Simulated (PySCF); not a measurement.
**C2HAlClF (SMILES C#[C][Al]([F])[Cl]): CCSD(T)/ANO-RCC-MB (sfX2C)**

Aim: the vertical ionisation energy of C2HAlClF at CCSD(T)/ANO-RCC-MB (sfX2C), from 2 runs. Input form: a Python script.

The calculation is run with PySCF 2.14.0.

## (1) The system as given

C2HAlClF has 6 atoms, charge 0, and is taken as a singlet. SMILES: `C#[C][Al]([F])[Cl]`. The coordinates come from a PBE0-D4/def2-TZVP relaxation.

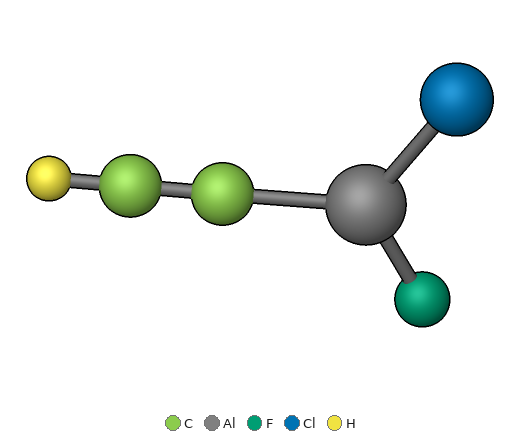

The structure, seen from a chosen angle (carbon green, aluminium grey, fluorine teal, chlorine blue, hydrogen yellow).

## (2) A single-point energy at CCSD(T)/ANO-RCC-MB (sfX2C)

The input, job.py:

```python
# C#[C][Al]([F])[Cl]
from pyscf import gto, scf, cc

mol = gto.M(
    atom='''
C      0.149666     1.039916     3.385633
C      0.040251     0.276089     1.236259
Al    -0.116974    -0.862282    -2.121596
F     -0.827322    -3.811011    -2.725174
Cl     0.588461     1.521796    -5.145535
H      0.245664     1.714737     5.283296
''',
    charge=0,
    verbose=3,
    basis='ano-rcc-mb',
    unit='bohr',
    max_memory=1860,
)

mf = scf.RHF(mol)
mf = mf.x2c()
mf.conv_tol = 1e-10
mf.kernel()
if not mf.converged:
    mf = mf.newton().run(mf.mo_coeff, mf.mo_occ)

mycc = cc.CCSD(mf, frozen=13)
mycc.kernel()
e_t = mycc.ccsd_t()
etot = mycc.e_tot + e_t
print(f'total energy: {etot:.8f} hartree')
```

Launch:

```
OMP_NUM_THREADS=1 python job.py
```

The log of the run:

```text
converged SCF energy = -879.064755653566
E(CCSD) = -879.2515290916471  E_corr = -0.1867734380807933
CCSD(T) correction = -0.00546264676943234
total energy: -879.25699174 hartree
```

Wall time 4.5 s (1 thread of Arm Neoverse V1, shared host); peak memory 0.14 GiB.

## (3) The doublet cation, same level

The input, job.py:

```python
from pyscf import gto, scf, cc

system = gto.M(
    atom='''
C        0.079200       0.550300       1.791600
C        0.021300       0.146100       0.654200
Al      -0.061900      -0.456300      -1.122700
F       -0.437800      -2.016700      -1.442100
Cl       0.311400       0.805300      -2.722900
H        0.130000       0.907400       2.795800
''',
    verbose=3,
    charge=1,
    max_memory=1860,
    basis='ano-rcc-mb',
    spin=1,
)

mf = scf.UHF(system)
mf = mf.x2c()
mf.conv_tol = 1e-10
mf.kernel()
if not mf.converged:
    mf = mf.newton().run(mf.mo_coeff, mf.mo_occ)

mycc = cc.CCSD(mf, frozen=13)
mycc.kernel()
e_t = mycc.ccsd_t()
e_final = mycc.e_tot + e_t
print(f'total energy: {e_final:.8f} hartree')
```

Launch:

```
OMP_NUM_THREADS=1 python job.py
```

The log of the run:

```text
converged SCF energy = -878.636670414886  <S^2> = 0.75468473  2S+1 = 2.0046793
E(UCCSD) = -878.8021305830891  E_corr = -0.165460168202685
UCCSD(T) correction = -0.0129162654560322
total energy: -878.81504685 hartree
```

It took 6 s on 1 thread of Arm Neoverse V1, shared host; peak memory 0.14 GiB.

## (4) What came out

Level: CCSD(T)/ANO-RCC-MB (sfX2C), 13 core orbitals frozen.

| quantity | value |
| --- | --- |
| singlet C2HAlClF: total energy | -879.25699 Eh |
| singlet C2HAlClF: dipole moment (Hartree–Fock density) | 2.32 D |
| singlet C2HAlClF: HOMO energy (Hartree–Fock orbitals) | -12.68 eV |
| singlet C2HAlClF: LUMO energy (Hartree–Fock orbitals) | 0.84 eV |
| singlet C2HAlClF: HOMO–LUMO gap (Hartree–Fock orbitals) | 13.52 eV |
| singlet C2HAlClF: correlation energy (13 core orbitals frozen) | -192.2 mEh |
| singlet C2HAlClF: (T) correction | -5.46 mEh |
| singlet C2HAlClF: T1 diagnostic | 0.012 |
| doublet cation: total energy | -878.81505 Eh |
| doublet cation: HOMO energy (Hartree–Fock orbitals) (highest over α and β) | -17.81 eV |
| doublet cation: LUMO energy (Hartree–Fock orbitals) (lowest over α and β) | -10.65 eV |
| doublet cation: correlation energy (13 core orbitals frozen) | -178.4 mEh |
| doublet cation: (T) correction | -12.92 mEh |
| doublet cation: ⟨S²⟩ of the reference determinant | 0.755 |
| doublet cation: T1 diagnostic | 0.139 |
| vertical ionisation energy (to the doublet cation) | 12.026 eV |

In words: The vertical ionisation energy comes to 12.03 eV (277 kcal/mol). In a minimal basis such a difference can be off by several eV, whatever the method. The triples (singlet C2HAlClF) make up 2.8 % of the correlation energy. The T1 diagnostic (doublet cation) of 0.139 is above the customary mark for such species, so a single reference may not serve. The triples (doublet cation) make up 7.2 % of the correlation energy.
